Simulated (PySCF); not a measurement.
## Excited-state calculation of Si2NH8O2 (charge +1)

System: Si2NH8O2, charge +1.
Method: TDDFT CAM-B3LYP/def2-SVPD, vertical, gas phase, core orbitals frozen in the response (PySCF 2.14.0).

The geometry comes from this level: PBE0-D3(BJ)/def2-SVP.

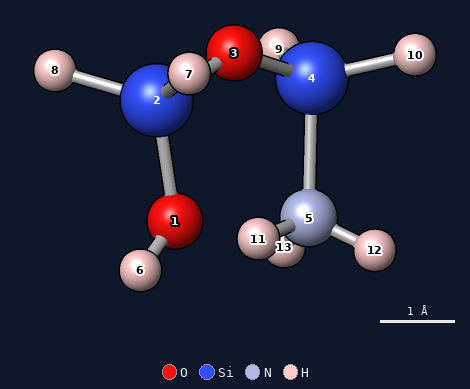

Figure 1. The structure as given in the input (ball-and-stick view, seen at a tilt; atoms are numbered from 1 in the order of the input). Bond lengths as drawn: H–N 1.03 to 1.06 Å, H–O 0.97 Å, H–Si 1.48 Å, N–Si 1.90 Å and O–Si 1.62 to 1.69 Å.

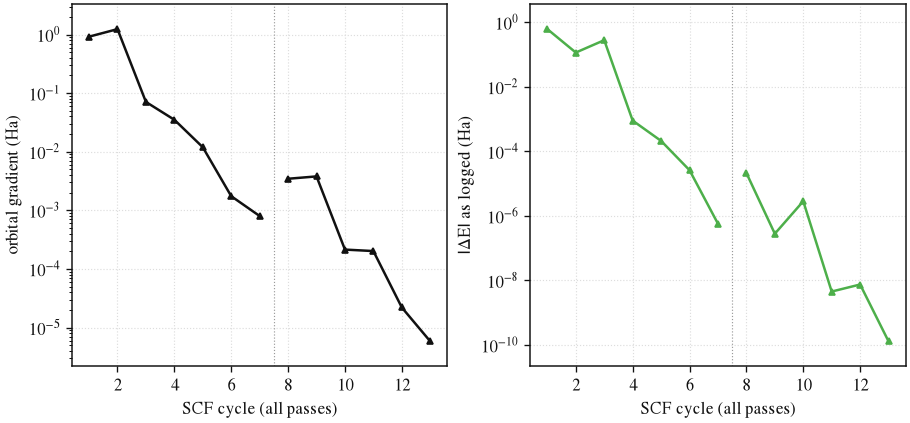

Figure 2. Convergence of the self-consistent field: orbital gradient and size of the energy change against the SCF cycle. The dotted line marks the change from a coarse to the final integration grid. The first 7 cycles use a coarse grid, the final grid takes over at cycle 8, and the field converges after 13 cycles in all.

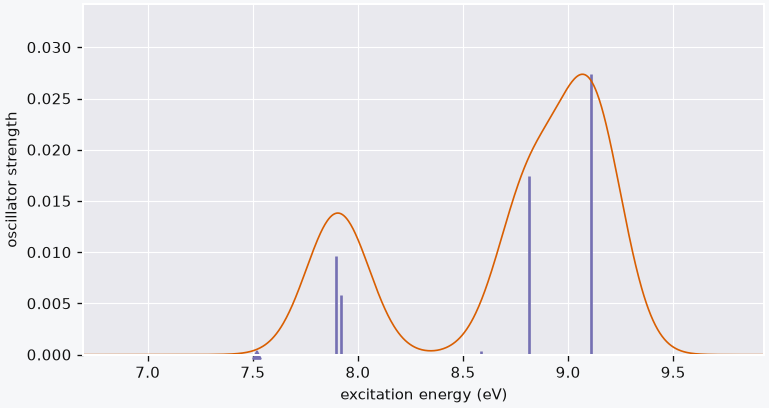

Figure 3. Computed excitations as sticks (degenerate states added up, dark ones marked on the axis), with a Gaussian envelope of 0.35 eV full width at half maximum, scaled to the tallest. Of the 6 states the lowest lies at 7.52 eV (f = 0.000); the strongest line is at 9.11 eV, or 136 nm (f = 0.027).

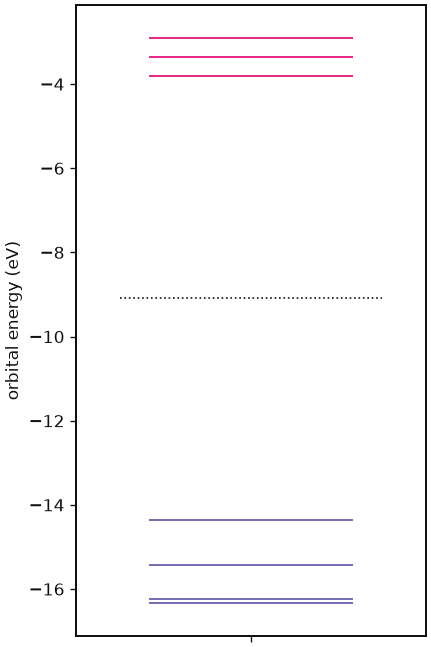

Figure 4. Orbital energies near the frontier; the dotted line parts filled from empty levels, and levels within 0.02 eV of each other stand side by side. Highest filled −14.37 eV, lowest empty −3.80 eV, 10.57 eV apart.

These pictures come from the run below.

Input file
```
{"job": {"kind": "uv", "xc": "CAM-B3LYP", "basis": "def2-SVPD", "nstates": 6, "ntriplets": 2, "ip": true}, "charge": 1, "multiplicity": 1}
O     -1.646527     0.394304     0.175328
Si    -1.351698    -0.291033    -1.342943
O      0.295372    -0.536184    -1.206168
Si     1.588005    -0.387691    -0.235408
N      0.820903     0.374667     1.330376
H     -2.537505     0.673329     0.420185
H     -1.622043     0.673172    -2.430531
H     -2.035617    -1.593940    -1.486996
H      2.145711    -1.673061     0.228975
H      2.566542     0.622412    -0.683218
H     -0.207290     0.490639     1.117443
H      1.200675     1.296014     1.573545
H      0.905742    -0.216432     2.164457
```

The first line tells a small driver script what to run in PySCF; the rest is the geometry in Å.

Launch command:
```bash
OMP_NUM_THREADS=1 python <driver script> task.json out
```

Log
```
coarse grid: 11448 points
cycle   1  E = -788.2568892564  dE =  6.139e-01  |g| = 9.187e-01  |ddm| = 5.293e+00
cycle   2  E = -788.1413474400  dE =  1.155e-01  |g| = 1.235e+00  |ddm| = 2.499e+00
cycle   3  E = -788.4204484820  dE = -2.791e-01  |g| = 7.069e-02  |ddm| = 1.165e+00
cycle   4  E = -788.4213483100  dE = -8.998e-04  |g| = 3.507e-02  |ddm| = 2.317e-01
cycle   5  E = -788.4215596156  dE = -2.113e-04  |g| = 1.192e-02  |ddm| = 4.908e-02
cycle   6  E = -788.4215857944  dE = -2.618e-05  |g| = 1.741e-03  |ddm| = 2.170e-02
cycle   7  E = -788.4215863676  dE = -5.731e-07  |g| = 7.988e-04  |ddm| = 2.991e-03
final grid: 100240 points
cycle   8  E = -788.5313360035  dE = -2.141e-05  |g| = 3.454e-03  |ddm| = 5.775e-02
cycle   9  E = -788.5313357225  dE =  2.811e-07  |g| = 3.788e-03  |ddm| = 7.331e-03
cycle  10  E = -788.5313385805  dE = -2.858e-06  |g| = 2.136e-04  |ddm| = 3.244e-03
cycle  11  E = -788.5313385850  dE = -4.545e-09  |g| = 2.016e-04  |ddm| = 5.947e-04
cycle  12  E = -788.5313385925  dE = -7.512e-09  |g| = 2.196e-05  |ddm| = 1.927e-04
cycle  13  E = -788.5313385927  dE = -1.301e-10  |g| = 5.802e-06  |ddm| = 4.711e-05
converged SCF energy = -788.5313385927

Static polarisability (au): isotropic 60.261, principal 54.872 58.030 67.879

Singlet excitations
state   eV       nm        f      main configurations
  1   7.5207    164.9   0.00003   H->L+1 0.45, H->L 0.24, H->L+2 0.16
  2   7.8959    157.0   0.00960   H->L 0.41, H->L+1 0.36
  3   7.9183    156.6   0.00583   H->L+2 0.48, H-1->L 0.27, H-1->L+1 0.09
  4   8.5842    144.4   0.00038   H-1->L+1 0.64, H->L+6 0.14
  5   8.8134    140.7   0.01747   H-1->L 0.53, H->L 0.20, H->L+2 0.16
  6   9.1070    136.1   0.02737   H-1->L+2 0.53, H-4->L+2 0.10, H-4->L 0.09

Triplet excitations (Tamm-Dancoff, eV): 7.0840 7.4723
Vertical ionisation energy (delta-SCF) = 15.3645 eV
Vertical electron affinity (delta-SCF) = 3.0985 eV
```

Key numbers

```csv
quantity,value
outcome,converged
total energy,−788.531339 hartree
HOMO,−14.37 eV
LUMO,−3.80 eV
mean polarisability,60.26 a.u.
vertical ionisation energy,15.36 eV
vertical electron affinity,3.10 eV
lowest singlet excitation,7.52 eV
hardware,"1 CPU thread, shared host"
wall time,1.9 min
peak memory,0.92 GiB
```
